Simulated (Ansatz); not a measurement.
Amorphous Ti20O43Sc2

Preparation: random packing, a CHGNet melt and quench, and a DFT relaxation. O atoms were pushed apart under 1.9 Å during the dynamics, to hinder bonds among them. The hot cell started wider than the set density and was brought back towards it in steps. It is the lowest in DFT energy of 2 quenches. It is a model cell: composition and starting density were chosen by hand, and all elements were melted together. No dispersion term was used.

Methods: PBE, scalar-relativistic without spin-orbit coupling (Ansatz, a program for electronic structure); r2SCAN, scalar-relativistic without spin-orbit coupling (Ansatz); HSE06, scalar-relativistic without spin-orbit coupling (Ansatz). Geometry, pressure, stress and energy are those of the PBE run. Its sampling: a 2×2×2 Γ-centred mesh; Fermi-Dirac width 0.02 eV; no spin polarisation. Other functionals are single points at the zone centre (r2SCAN at 500 eV; exact exchange cut at the cell's faces), free to take moments where seeds were set.

```yaml
number_of_atoms_in_the_cell: 65
Density (held, not predicted): 3.60 g/cm³
volume_per_atom: 12.31 Å^3
Pressure on a 2×2×2 Γ-centred mesh: 0.90 GPa
Largest force and stress component on that mesh (the relaxation ran on the zone centre alone): 0.10 eV/Å and 0.9 GPa
Gap on a 2×2×2 Γ-centred mesh (PBE): 2.59 eV
Gap at the zone centre (PBE): 2.76 eV
Gap at the zone centre (r2SCAN): 3.10 eV
Gap at the zone centre (HSE06): 4.26 eV
```

Bonds are counted up to Ti-Ti 3.12 Å, Ti-O 2.38 Å, Ti-Sc 3.27 Å, O-O 1.58 Å, O-Sc 2.60 Å, Sc-Sc 3.41 Å. Two cations that share two anions don't count as bonded, nor two that share one unless they lie closer than Ti-Ti 3.04 Å, Ti-Sc 3.18 Å, Sc-Sc 3.32 Å.

The mean coordination of Ti by anions comes out as 5.15 (1 with 4, 15 with 5, 4 with 6); 2 close contacts or bonds to cations besides and the mean coordination of O is 2.70 (15 with 2, 26 with 3, 2 with 4). The mean coordination of Sc by anions comes out as 6.50 (1 with 6, 1 with 7) and the mean Ti-O bond is 1.946 Å (spread 0.125 Å, 103 counted). The mean O-Sc bond is 2.163 Å (spread 0.122 Å, 13 counted).

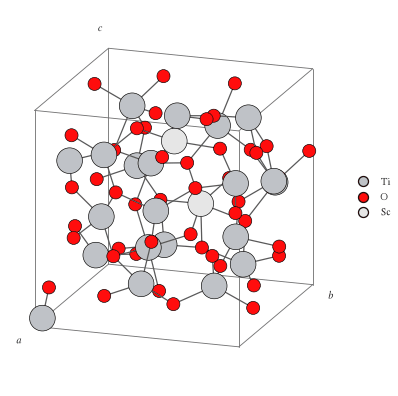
The relaxed cell

Its density started from a set value of 3.60 g/cm³. The quench (nominally 240 K/ps over its main leg) was far faster than any real one, so the model tends to hold more defects than a real film. Values belong to this one cell and scatter from quench to quench. The volume was held where the preparation left it and the shape relaxed, at a PBE pressure of 0.9 GPa. Stress components on the final sampling reach 0.9 GPa.
